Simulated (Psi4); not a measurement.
**GeH2O (SMILES [O]=[GeH2]) at MP2/STO-3G (density fitting with def2-universal-jkfit, density fitting for correlation, sweep point 1)**

What is the vertical electron affinity of GeH2O at MP2/STO-3G (density fitting with def2-universal-jkfit, density fitting for correlation, sweep point 1)? Input form: a Python script.

The results are computed with Psi4 1.11.

### 1 The structure to begin with

GeH2O has 4 atoms, charge 0, and is taken as a singlet. SMILES: `[O]=[GeH2]`. The shape comes from GFN2-xTB, which is rough for such elements, and wasn't checked as a minimum.

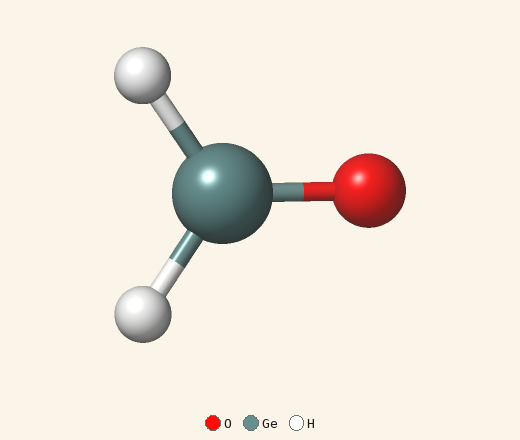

Viewed from a chosen angle; oxygen red, germanium teal, hydrogen white.

### 2 A single-point energy at MP2/STO-3G (density fitting with def2-universal-jkfit, density fitting for correlation, sweep point 1)

job.py

```python
import psi4

psi4.set_memory(1600000000)
psi4.set_num_threads(1)
psi4.set_output_file('output.dat', False)

molecule = psi4.geometry("""
0 1
O     -0.057340    -0.939430     1.305970
Ge    -0.001210    -0.020580     0.028630
H     -1.112200     0.070350    -1.011580
H      1.170750     0.889670    -0.323020
units angstrom
symmetry c1
""")

psi4.set_options({
    'reference': 'rhf',
    'puream': True,
    'scf_type': 'df',
    'num_frozen_docc': 10,
    'df_basis_scf': 'def2-universal-jkfit',
})

result = psi4.energy("mp2/STO-3G")
print(f'total energy {result:.8f} hartree = {result * 27.211386:.5f} eV')
```

Run with:

```sh
$ python job.py
```

output.dat, shortened:

```text
[...]
  Running in c1 symmetry.
[...]
  Nuclear repulsion =  111.550659830594327
[...]
  Multiplicity = 1
[...]
  Nalpha       = 21
  Nbeta        = 21
[...]
    Number of basis functions: 25
[...]
   @DF-RHF iter   1: -2126.46627031109301   -3.15265e+00   2.22471e-02 DIIS/ADIIS
[...]
   @DF-RHF iter  11: -2126.67347317690565   -9.09495e-13   4.66932e-09 DIIS
[...]
    Orbital Energies [Eh]
    ---------------------
    Doubly Occupied:
       1A   -400.595388     2A    -50.440430     3A    -45.506012
       4A    -45.503494     5A    -45.503004     6A    -20.150499
       7A     -6.515921     8A     -4.557679     9A     -4.556773
      10A     -4.554244    11A     -1.173419    12A     -0.704518
      13A     -0.697662    14A     -0.695732    15A     -0.694548
      16A     -0.682550    17A     -0.611066    18A     -0.467970
      19A     -0.373465    20A     -0.307798    21A     -0.290387
[...]
  @DF-RHF Final Energy: -2126.67347317690565
   => Energetics <=
    Nuclear Repulsion Energy =            111.5506598305943271
    One-Electron Energy =               -3207.2831481756493304
    Two-Electron Energy =                 969.0590151681495854
    Total Energy =                      -2126.6734731769056452
[...]
 Multipole Moments:
 ------------------------------------------------------------------------------------
     Multipole            Electronic (a.u.)      Nuclear  (a.u.)        Total (a.u.)
 ------------------------------------------------------------------------------------
 L = 1.  Multiply by 2.5417464519 to convert [e a0] to [Debye]
 Dipole X            :          0.0410820           -0.0112925            0.0297895
 Dipole Y            :          0.6661955           -0.1816981            0.4844974
 Dipole Z            :         -0.9258903            0.2525175           -0.6733728
 Magnitude           :                                                    0.8300940
[...]
```

On the terminal:

```text
total energy -2126.79588472 hartree = -57873.06376 eV
```

Wall time 1.7 s (1 thread of Intel Xeon Platinum 8488C (Sapphire Rapids), shared host); peak memory 0.2 GiB.

### 3 The doublet anion

job.py

```python
import psi4

psi4.set_memory(1600000000)
psi4.set_num_threads(1)
psi4.set_output_file('psi4.out', False)

mol = psi4.geometry("""
-1 2
O     -0.057340    -0.939430     1.305970
Ge    -0.001210    -0.020580     0.028630
H     -1.112200     0.070350    -1.011580
H      1.170750     0.889670    -0.323020
symmetry c1
""")

options = {'basis': 'STO-3G', 'reference': 'uhf', 'puream': True, 'scf_type': 'df', 'num_frozen_docc': 10, 'maxiter': 100, 'df_basis_scf': 'def2-universal-jkfit'}
psi4.set_options(options)

E = psi4.energy('mp2', molecule=mol)
print('E =', round(E, 9))
```

Run with:

```sh
$ python job.py
```

psi4.out, shortened:

```text
[...]
  Running in c1 symmetry.
[...]
  Nuclear repulsion =  111.550659830594327
[...]
  Multiplicity = 2
[...]
  Nalpha       = 22
  Nbeta        = 21
[...]
    Number of basis functions: 25
[...]
   @DF-UHF iter   1: -2126.21514854882571   -2.90153e+00   2.23607e-02 DIIS/ADIIS
[...]
   @DF-UHF iter  15: -2126.46877577355099   -9.09495e-13   1.45619e-09 DIIS
[...]
   @S^2 Observed:                7.540970772E-01
[...]
    Orbital Energies [Eh]
    ---------------------
    Alpha Occupied:
       1A   -400.159771     2A    -50.010512     3A    -45.076035
       4A    -45.073780     5A    -45.073057     6A    -19.790083
       7A     -6.091572     8A     -4.136903     9A     -4.132857
      10A     -4.129444    11A     -0.899306    12A     -0.316019
      13A     -0.291283    14A     -0.280287    15A     -0.268256
      16A     -0.265860    17A     -0.249864    18A     -0.153733
      19A     -0.140506    20A     -0.068596    21A     -0.006529
      22A      0.209658
    Alpha Virtual:
      23A      0.692597    24A      0.899568    25A      0.968807
[...]
  @DF-UHF Final Energy: -2126.46877577355099
   => Energetics <=
    Nuclear Repulsion Energy =            111.5506598305943271
    One-Electron Energy =               -3223.5483799667499625
    Two-Electron Energy =                 985.5289443626046477
    Total Energy =                      -2126.4687757735509877
  UHF NO Occupations:
  HONO-2 :   20  A 1.9995614
  HONO-1 :   21  A 1.9986748
[...]
 Multipole Moments:
 ------------------------------------------------------------------------------------
     Multipole            Electronic (a.u.)      Nuclear  (a.u.)        Total (a.u.)
 ------------------------------------------------------------------------------------
 L = 1.  Multiply by 2.5417464519 to convert [e a0] to [Debye]
 Dipole X            :          0.0233711           -0.0112925            0.0120787
 Dipole Y            :          0.3780031           -0.1816981            0.1963050
 Dipole Z            :         -0.5252789            0.2525175           -0.2727614
 Magnitude           :                                                    0.3362742
[...]
```

The script printed:

```text
E = -2126.533232886
```

It took 1.6 s on 1 thread of Intel Xeon Platinum 8488C (Sapphire Rapids), shared host; peak memory 0.2 GiB.

### 4 Results

Level: MP2/STO-3G (density fitting with def2-universal-jkfit, density fitting for correlation, sweep point 1), 10 core orbitals frozen.

| quantity | value |
| --- | --- |
| singlet GeH2O: total energy | -2126.79588 Eh |
| singlet GeH2O: HOMO energy (Hartree–Fock orbitals) | -7.90 eV |
| singlet GeH2O: LUMO energy (Hartree–Fock orbitals) | 6.43 eV |
| singlet GeH2O: HOMO–LUMO gap (Hartree–Fock orbitals) | 14.33 eV |
| singlet GeH2O: correlation energy (10 core orbitals frozen) | -122.4 mEh |
| doublet anion: total energy | -2126.53323 Eh |
| doublet anion: HOMO energy (Hartree–Fock orbitals) (highest over α and β) | 5.71 eV |
| doublet anion: LUMO energy (Hartree–Fock orbitals) (lowest over α and β) | 18.65 eV |
| doublet anion: correlation energy (10 core orbitals frozen) | -64.5 mEh |
| doublet anion: ⟨S²⟩ of the reference determinant | 0.754 |
| vertical electron affinity (to the doublet anion) | -7.147 eV |

**Reading.** The anion lies 7.15 eV (165 kcal/mol) above the neutral: the electron isn't bound at this level, and such a value depends on the basis. Without diffuse functions anions come out too high. In a minimal basis such a difference can be off by several eV, whatever the method. The HOMO (doublet anion) lies at positive energy, 5.71 eV: the electron is unbound at this level or held by a compact basis; values depend on the basis.
